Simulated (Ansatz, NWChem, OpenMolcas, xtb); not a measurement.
**How methods differ on AlBNH4F (SMILES [NH2][AlH][BH]F)**

The species is AlBNH4F (8 atoms), meant as a singlet with charge 0. SMILES: `[NH2][AlH][BH]F`. The coordinates come from a PBE0-D4/def2-TZVP relaxation. This is one conformer, not always the lowest.

Quantity: the HOMO–LUMO gap, in eV. The values are calculated.

```
            level                    kind     program  value (eV)   CPU time
         GFN1-xTB          semi-empirical         xtb        2.87  under 2 s
     HF/def2-SVPD            Hartree–Fock      Ansatz       11.28      5.2 s
  SVWN5/def2-SVPD                     LDA      NWChem        2.79       46 s
    PBE/def2-SVPD                     GGA  OpenMolcas        2.96       43 s
   TPSS/def2-SVPD                meta-GGA  OpenMolcas        3.35       54 s
  BHLYP/def2-SVPD           global hybrid      Ansatz        7.26       16 s
wB97M-V/def2-SVPD  range-separated hybrid      Ansatz        9.19       96 s
 B2PLYP/def2-SVPD           double hybrid  OpenMolcas        7.49       31 s
```

The values span 2.79 to 11.28 eV. Orbital gaps aren't excitation energies, and those of double hybrids come from the SCF part alone; they tend to grow with the share of exact exchange. CPU times are rough (shared hosts, several kinds of processor and program).

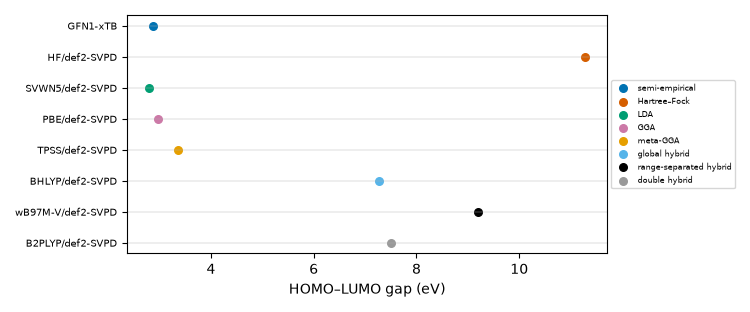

The values of the table, level by level.
